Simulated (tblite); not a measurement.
## Geometry relaxation, with input and output: C$_{4}$H$_{6}$FO$_{2}$Si (part 1 of 4)

The run: geometry relaxation of C$_{4}$H$_{6}$FO$_{2}$Si, multiplicity 2, SMILES C=C(F)C(=O)[CH][SiH2]O. Method and program: GFN2-xTB geometry optimisation, gas phase (tblite 0.8.0).

It belongs to a series of runs on one base structure; here: H removed from sp3 C.

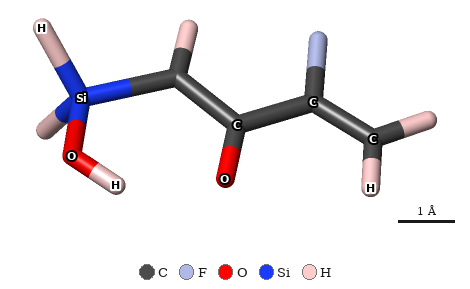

The input geometry (stick view, seen at a tilt).

## Key numbers

- outcome: converged
- total energy: −711.9725 eV
- hardware: 1 CPU thread, shared host
- peak memory: 0.17 GiB

## The input
```
{"job": {"kind": "relax", "xc": "GFN2-xTB", "basis": "xTB"}, "charge": 0, "multiplicity": 2}
C     -2.812400     0.772000    -0.136900
C     -1.801900     0.101200     0.377400
F     -1.983700    -0.723000     1.446700
C     -0.410700     0.198200    -0.152100
O     -0.116900     0.898200    -1.093400
C      0.589800    -0.621400     0.553300
Si     2.311700    -0.646400     0.017400
O      2.708500     0.626800    -0.962200
H     -3.810100     0.672100     0.284500
H     -2.689500     1.435200    -0.981200
H      0.310500    -1.226600     1.403400
H      2.580300    -1.914700    -0.700000
H      3.189300    -0.616300     1.218300
H      1.934400     1.044300    -1.392000
```

The first line tells a small driver script what to run in tblite; the rest is the geometry in Å.

Command:
```bash
OMP_NUM_THREADS=1 python <driver script> task.json out
```

## Output
```
step      E/eV     max force
  0    -711.74734    2.959
  1    -711.89381    1.534
  2    -711.92438    0.542
  3    -711.93360    0.375
  4    -711.94129    0.218
  5    -711.94433    0.188
  6    -711.94740    0.149
  7    -711.95033    0.191
  8    -711.95211    0.131
  9    -711.95342    0.117
 10    -711.95453    0.090
 11    -711.95568    0.126
 12    -711.95673    0.110
 13    -711.95746    0.061
 14    -711.95789    0.055
 15    -711.95831    0.060
 16    -711.95889    0.074
 17    -711.95965    0.092
 18    -711.96046    0.089
 19    -711.96127    0.082
 20    -711.96214    0.093
 21    -711.96305    0.099
 22    -711.96380    0.063
 23    -711.96421    0.046
 24    -711.96445    0.041
 25    -711.96476    0.063
 26    -711.96519    0.072
 27    -711.96567    0.063
 28    -711.96602    0.044
 29    -711.96626    0.034
 30    -711.96649    0.053
 31    -711.96686    0.064
 32    -711.96736    0.067
 33    -711.96785    0.054
 34    -711.96819    0.044
 35    -711.96841    0.039
 36    -711.96859    0.036
 37    -711.96881    0.036
 38    -711.96905    0.040
 39    -711.96924    0.037
 40    -711.96938    0.041
 41    -711.96952    0.036
 42    -711.96973    0.049
 43    -711.96999    0.060
 44    -711.97022    0.043
 45    -711.97035    0.026
 46    -711.97042    0.022
 47    -711.97050    0.027
 48    -711.97060    0.031
 49    -711.97072    0.028
 50    -711.97083    0.030
 51    -711.97095    0.025
 52    -711.97106    0.028
 53    -711.97116    0.025
 54    -711.97124    0.026
 55    -711.97131    0.022
 56    -711.97142    0.032
 57    -711.97154    0.036
 58    -711.97165    0.029
 59    -711.97174    0.031
 60    -711.97182    0.027
 61    -711.97195    0.037
 62    -711.97207    0.032
 63    -711.97216    0.016
 64    -711.97220    0.012
 65    -711.97222    0.012
 66    -711.97224    0.013
 67    -711.97228    0.014
 68    -711.97233    0.015
 69    -711.97240    0.017
 70    -711.97245    0.012
 71    -711.97248    0.010
```

## Trajectory as extended XYZ (Å, eV, eV/Å), 58 of the 72 frames kept, from step=0 to step=71
```
14
Properties=species:S:1:pos:R:3:forces:R:3 step=0 energy=-711.74734
C    -2.8124    0.7720   -0.1369   -1.0010   0.2470  -0.0080
C    -1.8019    0.1012    0.3774    0.5310  -0.1410   0.0460
F    -1.9837   -0.7230    1.4467    0.0540   0.2750  -0.3780
C    -0.4107    0.1982   -0.1521    0.5850  -1.8860   2.2040
O    -0.1169    0.8982   -1.0934    0.1180   0.8850  -1.1340
C     0.5898   -0.6214    0.5533   -2.0060   0.6460  -0.0990
Si    2.3117   -0.6464    0.0174    2.3510   0.5580  -0.9290
O     2.7085    0.6268   -0.9622   -0.9140  -0.6520   0.4200
H    -3.8101    0.6721    0.2845    0.2650   0.0740  -0.1630
H    -2.6895    1.4352   -0.9812    0.1190  -0.1990   0.1940
H     0.3105   -1.2266    1.4034   -0.3180   0.1190  -0.1590
H     2.5803   -1.9147   -0.7000   -0.1140   0.1340   0.0380
H     3.1893   -0.6163    1.2183   -0.2260   0.1480  -0.3080
H     1.9344    1.0443   -1.3920    0.5550  -0.2080   0.2770
14
Properties=species:S:1:pos:R:3:forces:R:3 step=1 energy=-711.89381
C    -2.8267    0.7755   -0.1370    0.4650  -0.2860   0.2040
C    -1.7944    0.0992    0.3780   -0.4140   0.4050  -0.3380
F    -1.9829   -0.7191    1.4413   -0.0400   0.1050  -0.1390
C    -0.4023    0.1713   -0.1206    0.2450   0.6460  -0.8060
O    -0.1152    0.9108   -1.1096   -0.3610  -0.8940   1.1930
C     0.5611   -0.6122    0.5519    0.3750  -0.0120  -0.0510
Si    2.3453   -0.6385    0.0041    0.5110   0.0270  -0.1550
O     2.6954    0.6175   -0.9562   -0.1520  -0.2230   0.1580
H    -3.8063    0.6731    0.2822   -0.1950   0.0170   0.0430
H    -2.6878    1.4324   -0.9784    0.0830  -0.1020   0.0880
H     0.3060   -1.2249    1.4012   -0.3670   0.0780  -0.0860
H     2.5787   -1.9128   -0.6994   -0.0860   0.0640  -0.0040
H     3.1860   -0.6142    1.2139   -0.1050   0.1680  -0.1630
H     1.9424    1.0413   -1.3881    0.0410   0.0070   0.0550
14
Properties=species:S:1:pos:R:3:forces:R:3 step=2 energy=-711.92438
C    -2.8228    0.7725   -0.1345   -0.1460   0.0780  -0.0540
C    -1.7985    0.1039    0.3740    0.1350  -0.0050  -0.0050
F    -1.9833   -0.7174    1.4389   -0.0340   0.1160  -0.1520
C    -0.3983    0.1759   -0.1266   -0.1480  -0.0180   0.1130
O    -0.1194    0.9015   -1.0971   -0.0470  -0.1230   0.1630
C     0.5623   -0.6112    0.5511    0.5340  -0.0910  -0.0090
Si    2.3556   -0.6372    0.0007    0.1380  -0.2090   0.0750
O     2.6920    0.6137   -0.9536   -0.0130   0.0330  -0.0320
H    -3.8082    0.6735    0.2824   -0.0710   0.0210  -0.0010
H    -2.6866    1.4308   -0.9770    0.0730  -0.1160   0.1090
H     0.3010   -1.2237    1.3998   -0.3320   0.0940  -0.1120
H     2.5774   -1.9118   -0.6994   -0.0610   0.0240  -0.0330
H     3.1844   -0.6119    1.2114   -0.0340   0.1720  -0.0950
H     1.9438    1.0410   -1.3869    0.0050   0.0240   0.0330
14
Properties=species:S:1:pos:R:3:forces:R:3 step=4 energy=-711.94129
C    -2.8254    0.7722   -0.1335   -0.1460   0.0680  -0.0360
C    -1.7978    0.1075    0.3711    0.1050  -0.1030   0.1160
F    -1.9854   -0.7116    1.4314   -0.0640  -0.0280   0.0410
C    -0.3987    0.1719   -0.1188    0.1800  -0.0870   0.0860
O    -0.1229    0.8949   -1.0880    0.0190   0.0550  -0.0640
C     0.5818   -0.6136    0.5504   -0.1230  -0.0080   0.0610
Si    2.3688   -0.6450    0.0004    0.0190  -0.0160  -0.0630
O     2.6902    0.6120   -0.9528    0.0540   0.0040  -0.0170
H    -3.8127    0.6747    0.2825   -0.0070   0.0090  -0.0120
H    -2.6822    1.4256   -0.9726    0.0460   0.0020  -0.0240
H     0.2824   -1.2184    1.3932   -0.1490   0.0390  -0.0860
H     2.5740   -1.9112   -0.7018   -0.0110  -0.1010  -0.0950
H     3.1831   -0.6017    1.2065    0.1050   0.1520   0.0610
H     1.9443    1.0423   -1.3848   -0.0280   0.0130   0.0330
14
Properties=species:S:1:pos:R:3:forces:R:3 step=5 energy=-711.94433
C    -2.8281    0.7729   -0.1336    0.1010  -0.0560   0.0420
C    -1.7964    0.1071    0.3721   -0.0540   0.0150   0.0150
F    -1.9871   -0.7106    1.4302   -0.0670  -0.0750   0.1040
C    -0.3953    0.1697   -0.1159    0.0810  -0.0090   0.0150
O    -0.1237    0.8936   -1.0861    0.0510   0.0610  -0.0760
C     0.5846   -0.6142    0.5513   -0.1040  -0.0100   0.0430
Si    2.3729   -0.6471   -0.0009   -0.0340  -0.0010  -0.0370
O     2.6906    0.6114   -0.9528    0.0370   0.0210  -0.0380
H    -3.8142    0.6751    0.2824   -0.0280   0.0050  -0.0020
H    -2.6802    1.4244   -0.9720    0.0330   0.0310  -0.0540
H     0.2749   -1.2163    1.3900   -0.1150  -0.0120  -0.0260
H     2.5729   -1.9128   -0.7041   -0.0020  -0.1070  -0.0950
H     3.1845   -0.5964    1.2063    0.1110   0.1400   0.0600
H     1.9439    1.0429   -1.3836   -0.0100  -0.0040   0.0470
14
Properties=species:S:1:pos:R:3:forces:R:3 step=6 energy=-711.94740
C    -2.8283    0.7724   -0.1329    0.1140  -0.0430   0.0240
C    -1.7961    0.1071    0.3730   -0.0350  -0.0010   0.0230
F    -1.9899   -0.7111    1.4310   -0.0520  -0.0700   0.0970
C    -0.3916    0.1680   -0.1132   -0.0230   0.0970  -0.0890
O    -0.1234    0.8933   -1.0854    0.0560   0.0090  -0.0070
C     0.5865   -0.6153    0.5528   -0.0750   0.0060   0.0000
Si    2.3757   -0.6495   -0.0024   -0.0340   0.0200  -0.0110
O     2.6917    0.6115   -0.9537    0.0240  -0.0170  -0.0150
H    -3.8161    0.6757    0.2822    0.0170   0.0050  -0.0170
H    -2.6778    1.4237   -0.9722    0.0200   0.0170  -0.0290
H     0.2656   -1.2147    1.3866   -0.0840  -0.0660   0.0390
H     2.5718   -1.9162   -0.7080    0.0000  -0.0770  -0.0730
H     3.1879   -0.5887    1.2070    0.0850   0.1220   0.0150
H     1.9434    1.0433   -1.3816   -0.0120  -0.0040   0.0430
14
Properties=species:S:1:pos:R:3:forces:R:3 step=7 energy=-711.95033
C    -2.8273    0.7718   -0.1322    0.1050  -0.0290   0.0100
C    -1.7955    0.1063    0.3753   -0.0310  -0.0010   0.0160
F    -1.9940   -0.7129    1.4337   -0.0180  -0.0320   0.0470
C    -0.3884    0.1682   -0.1120   -0.1090   0.1200  -0.1010
O    -0.1218    0.8934   -1.0852    0.0480  -0.0100   0.0260
C     0.5868   -0.6162    0.5543   -0.0370   0.0010  -0.0180
Si    2.3778   -0.6516   -0.0041   -0.0170   0.0000   0.0350
O     2.6934    0.6112   -0.9548   -0.0180  -0.0370  -0.0080
H    -3.8174    0.6764    0.2815    0.0640   0.0060  -0.0340
H    -2.6748    1.4231   -0.9729    0.0120  -0.0100   0.0100
H     0.2541   -1.2146    1.3840   -0.0380  -0.0830   0.0540
H     2.5706   -1.9213   -0.7136   -0.0040  -0.0070  -0.0260
H     3.1932   -0.5781    1.2080    0.0350   0.0950  -0.0590
H     1.9425    1.0437   -1.3787    0.0100  -0.0130   0.0470
14
Properties=species:S:1:pos:R:3:forces:R:3 step=9 energy=-711.95342
C    -2.8232    0.7708   -0.1315    0.0040   0.0150  -0.0140
C    -1.7952    0.1045    0.3793    0.0160  -0.0040   0.0020
F    -1.9989   -0.7160    1.4383    0.0300   0.0240  -0.0300
C    -0.3890    0.1717   -0.1130   -0.0420  -0.0060   0.0140
O    -0.1178    0.8947   -1.0853   -0.0090   0.0110   0.0290
C     0.5839   -0.6174    0.5555   -0.0220  -0.0170  -0.0090
Si    2.3788   -0.6543   -0.0041   -0.0360  -0.0260   0.0440
O     2.6946    0.6085   -0.9563   -0.0320  -0.0640   0.0140
H    -3.8149    0.6775    0.2788    0.0570   0.0040  -0.0300
H    -2.6707    1.4219   -0.9730    0.0260  -0.0220   0.0240
H     0.2402   -1.2180    1.3826    0.0220  -0.0400  -0.0090
H     2.5691   -1.9265   -0.7205   -0.0130   0.0710   0.0360
H     3.2007   -0.5615    1.2056   -0.0050   0.0590  -0.1010
H     1.9417    1.0437   -1.3732    0.0040  -0.0060   0.0290
14
Properties=species:S:1:pos:R:3:forces:R:3 step=10 energy=-711.95453
C    -2.8211    0.7706   -0.1315   -0.0240   0.0220  -0.0170
C    -1.7951    0.1039    0.3807    0.0290   0.0010  -0.0080
F    -1.9998   -0.7166    1.4394    0.0380   0.0300  -0.0380
C    -0.3906    0.1731   -0.1134    0.0220  -0.0580   0.0540
O    -0.1164    0.8956   -1.0847   -0.0330   0.0220   0.0250
C     0.5817   -0.6182    0.5557   -0.0150  -0.0290   0.0040
Si    2.3780   -0.6558   -0.0029   -0.0590  -0.0210   0.0250
O     2.6941    0.6058   -0.9564   -0.0270  -0.0560   0.0130
H    -3.8123    0.6780    0.2770    0.0150   0.0010  -0.0130
H    -2.6687    1.4210   -0.9725    0.0370  -0.0050   0.0030
H     0.2363   -1.2206    1.3822    0.0350  -0.0180  -0.0370
H     2.5682   -1.9265   -0.7220   -0.0140   0.0680   0.0450
H     3.2033   -0.5542    1.2021    0.0010   0.0460  -0.0770
H     1.9416    1.0434   -1.3705   -0.0040  -0.0020   0.0190
14
Properties=species:S:1:pos:R:3:forces:R:3 step=11 energy=-711.95568
C    -2.8189    0.7705   -0.1317   -0.0330   0.0200  -0.0150
C    -1.7945    0.1035    0.3818    0.0280   0.0070  -0.0160
F    -1.9999   -0.7167    1.4399    0.0360   0.0220  -0.0270
C    -0.3919    0.1737   -0.1130    0.0710  -0.0810   0.0660
O    -0.1157    0.8967   -1.0833   -0.0450   0.0270   0.0250
C     0.5792   -0.6196    0.5559   -0.0040  -0.0380   0.0150
Si    2.3759   -0.6576   -0.0011   -0.0710  -0.0050   0.0030
O     2.6930    0.6017   -0.9562   -0.0220  -0.0300  -0.0010
H    -3.8095    0.6785    0.2749   -0.0330  -0.0020   0.0060
H    -2.6658    1.4200   -0.9720    0.0460   0.0170  -0.0260
H     0.2330   -1.2238    1.3812    0.0360  -0.0100  -0.0460
H     2.5671   -1.9251   -0.7226   -0.0130   0.0390   0.0430
H     3.2060   -0.5456    1.1968    0.0140   0.0320  -0.0350
H     1.9414    1.0432   -1.3672   -0.0110   0.0010   0.0100
14
Properties=species:S:1:pos:R:3:forces:R:3 step=12 energy=-711.95673
C    -2.8171    0.7708   -0.1322   -0.0250   0.0140  -0.0120
C    -1.7937    0.1034    0.3824    0.0130   0.0110  -0.0190
F    -1.9994   -0.7164    1.4398    0.0270   0.0080  -0.0070
C    -0.3921    0.1732   -0.1118    0.0760  -0.0640   0.0480
O    -0.1160    0.8980   -1.0809   -0.0370   0.0240   0.0260
C     0.5772   -0.6217    0.5562    0.0060  -0.0410   0.0190
Si    2.3726   -0.6594    0.0007   -0.0530   0.0190  -0.0130
O     2.6914    0.5972   -0.9562   -0.0150  -0.0020  -0.0170
H    -3.8074    0.6789    0.2729   -0.0610  -0.0020   0.0150
H    -2.6620    1.4193   -0.9720    0.0460   0.0320  -0.0440
H     0.2302   -1.2272    1.3795    0.0290  -0.0190  -0.0310
H     2.5657   -1.9230   -0.7224   -0.0110  -0.0040   0.0320
H     3.2089   -0.5366    1.1909    0.0240   0.0180   0.0050
H     1.9410    1.0429   -1.3638   -0.0200   0.0070  -0.0020
14
Properties=species:S:1:pos:R:3:forces:R:3 step=14 energy=-711.95789
C    -2.8160    0.7717   -0.1333   -0.0010   0.0050  -0.0090
C    -1.7925    0.1038    0.3822   -0.0210   0.0060  -0.0050
F    -1.9977   -0.7157    1.4395    0.0040  -0.0040   0.0120
C    -0.3903    0.1709   -0.1092   -0.0070   0.0070  -0.0030
O    -0.1175    0.9000   -1.0764    0.0120   0.0080   0.0280
C     0.5761   -0.6260    0.5572    0.0080  -0.0220   0.0040
Si    2.3678   -0.6604    0.0024    0.0290   0.0290  -0.0110
O     2.6887    0.5924   -0.9572   -0.0120   0.0270  -0.0350
H    -3.8076    0.6795    0.2712   -0.0230   0.0080  -0.0050
H    -2.6557    1.4199   -0.9736    0.0230   0.0160  -0.0180
H     0.2281   -1.2327    1.3768    0.0110  -0.0520   0.0140
H     2.5635   -1.9213   -0.7206   -0.0080  -0.0430   0.0210
H     3.2130   -0.5257    1.1845    0.0160   0.0020   0.0230
H     1.9394    1.0430   -1.3602   -0.0310   0.0150  -0.0170
14
Properties=species:S:1:pos:R:3:forces:R:3 step=15 energy=-711.95831
C    -2.8161    0.7723   -0.1340    0.0050   0.0020  -0.0070
C    -1.7926    0.1041    0.3820   -0.0250  -0.0010   0.0050
F    -1.9969   -0.7155    1.4396   -0.0080  -0.0010   0.0090
C    -0.3894    0.1699   -0.1081   -0.0420   0.0250  -0.0110
O    -0.1178    0.9010   -1.0742    0.0330   0.0030   0.0260
C     0.5761   -0.6281    0.5578    0.0040  -0.0090  -0.0040
Si    2.3669   -0.6598    0.0025    0.0560   0.0180  -0.0060
O     2.6875    0.5918   -0.9586   -0.0140   0.0280  -0.0350
H    -3.8087    0.6799    0.2707    0.0100   0.0150  -0.0230
H    -2.6530    1.4206   -0.9749    0.0090  -0.0020   0.0070
H     0.2280   -1.2357    1.3762    0.0070  -0.0560   0.0190
H     2.5626   -1.9220   -0.7193   -0.0080  -0.0360   0.0240
H     3.2148   -0.5224    1.1834    0.0060  -0.0010   0.0140
H     1.9379    1.0436   -1.3597   -0.0330   0.0160  -0.0200
```
